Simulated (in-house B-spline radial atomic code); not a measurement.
**Ca³⁺: ionisation energy by several methods**

Aim: the ionisation energy of Ca³⁺ by several methods, each as the difference of two self-consistent energies (Ca³⁺ and the next ion, [Ne] 3s2 3p4).

Program: in-house B-spline radial atomic code version 1. Level of theory: non-relativistic, several functionals, spin-polarised, exact exchange averaged over the configuration; spherical all-electron atom at the radial basis limit. These are calculated values, not measurements, unless marked.

## 1. What is computed

- element: calcium (Z = 20)
- charge: +3
- electrons: 17
- configuration: [Ne] 3s2 3p5
- nucleus: point

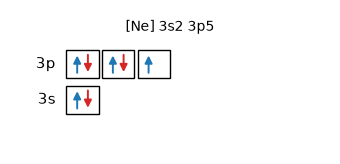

Occupation of the outer shells (arrows by Hund's rule).

Where spins are not typed, each open shell is filled with up spins first.

## 2. B3LYP

Settings of the run:

```ini
Z = 20
electrons = 17.0
configuration = [Ne] 3s2 3p5
hamiltonian = nr
method = b3lyp
spin_polarised = True
exact_exchange = averaged over the configuration
```

Launch:

```sh
$ python run_scf.py task.json out
```

task.json lists these runs, among others, and the program works through them in turn.

## 3. PBE0

Settings: those of step 2 with these lines changed.

```diff
@@ -4,3 +4,3 @@
 hamiltonian = nr
-method = b3lyp
+method = pbe0
 spin_polarised = True
```

## 4. CAM-B3LYP

Settings: those of step 3 with these lines changed.

```diff
@@ -4,3 +4,3 @@
 hamiltonian = nr
-method = pbe0
+method = camb3lyp
 spin_polarised = True
```

## 5. B97-1

Settings: those of step 4 with these lines changed.

```diff
@@ -4,3 +4,3 @@
 hamiltonian = nr
-method = camb3lyp
+method = b97_1
 spin_polarised = True
```

## 6. LC-ωPBE

Settings: those of step 5 with these lines changed.

```diff
@@ -4,3 +4,3 @@
 hamiltonian = nr
-method = b97_1
+method = lc_wpbe
 spin_polarised = True
```

## 7. HSE06

Settings: those of step 6 with these lines changed.

```diff
@@ -4,3 +4,3 @@
 hamiltonian = nr
-method = lc_wpbe
+method = hse06
 spin_polarised = True
```

**Question.** The tabulated ionisation energy is 67.2732 ± 0.0021 eV (semi-empirical; NIST Atomic Spectra Database). What does each method give, and which comes nearest?

As calculated:

| method | rung | total energy (hartree) | ΔSCF (eV) | −ε highest (eV) | ΔSCF less tabulated (eV) |
| --- | --- | --- | --- | --- | --- |
| B3LYP | global hybrid | -675.0510 | 67.240 | 60.792 (3p down) | -0.033 |
| PBE0 | global hybrid | -674.8622 | 67.173 | 61.214 (3p down) | -0.101 |
| B97-1 | global hybrid | -674.9851 | 67.186 | 60.827 (3p down) | -0.087 |
| CAM-B3LYP | range-separated hybrid | -675.0653 | 67.207 | 62.747 (3p down) | -0.067 |
| LC-ωPBE | range-separated hybrid | -674.8882 | 67.344 | 64.297 (3p down) | +0.070 |
| HSE06 | range-separated hybrid | -674.8830 | 67.166 | 60.787 (3p down) | -0.108 |

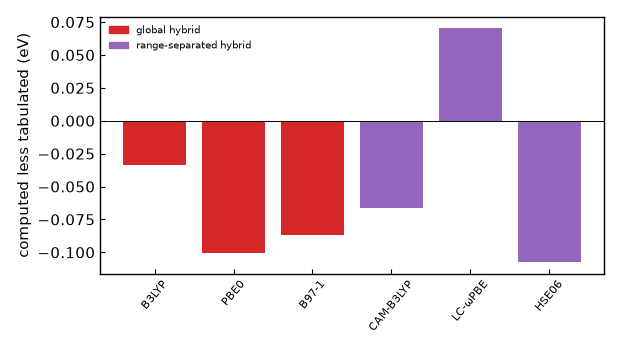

Error of each method against the tabulated value; one colour a rung.

What this shows: The tabulated ionisation energy is 67.2732 ± 0.0021 eV (semi-empirical; NIST Atomic Spectra Database). B3LYP comes nearest (-0.033 eV) and HSE06 is farthest (-0.108 eV, 0.16 %). These runs lack relativity altogether, which can outweigh the gaps between the methods, so the nearest may be so by luck. Open shells are averaged (over orientations, and over spins where the run is restricted), while tables refer to the lowest levels.
